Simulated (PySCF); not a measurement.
Input file:

```
{"job": {"kind": "epr", "basis": "pcH-1"}, "charge": 0, "multiplicity": 2}
O      1.589795    -0.523595     1.899773
C      0.571021    -0.086029     1.260830
C     -0.375483    -1.033765     0.449717
C      0.517114    -1.352269    -0.706701
C      1.247416    -0.267085    -0.983941
C      0.846676     0.829125    -0.068701
C     -0.598499     1.227224    -0.399737
C     -1.427315    -0.025720    -0.052173
H     -0.024580     0.606918     1.898876
H     -0.780486    -1.886783     0.986559
H      0.559958    -2.309328    -1.193048
H      2.021512    -0.167168    -1.723243
H      1.547535     1.646748     0.062989
H     -0.904873     2.091315     0.189216
H     -0.680646     1.491035    -1.454266
H     -2.147846     0.184335     0.738503
H     -1.968298    -0.412928    -0.914565
```

Command:

```sh
OMP_NUM_THREADS=1 python probes_run.py task.json out
```

Geometry: GFN2-xTB.

Theory: UKS B3LYP, pcH-1 on C H O, non-relativistic, mean-field spin-orbit, GIAO in PySCF 2.14.0, density-fitted response routines.

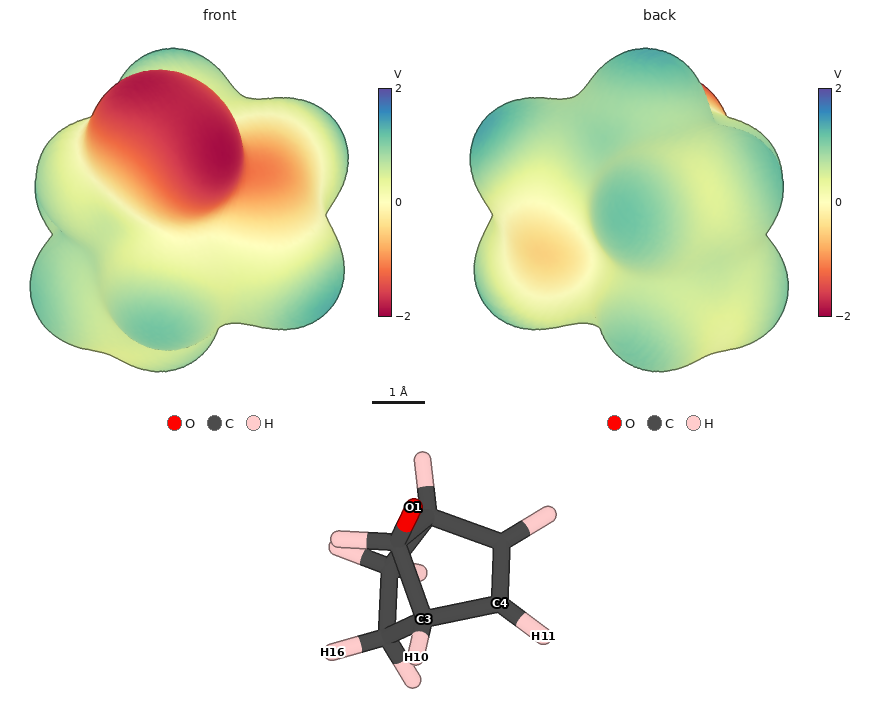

C₇H₉O (doublet). The electrostatic potential painted on the density surface at 0.004 e/bohr³, seen from the front and from behind; the colour scale runs from red (negative) to blue (positive). The bare structure is drawn below in the same view.

> Which sites attract a positive test charge, and which a negative one?

A positive charge is drawn to the negative regions and a negative charge to the positive ones. The most negative region (about −1.9 V, or −44 kcal/mol for a unit charge) lies over O1, the most positive (about +1.3 V, or +30 kcal/mol for a unit charge) over H11, H12 and H13. O1 is the likeliest acceptor of a hydrogen bond.
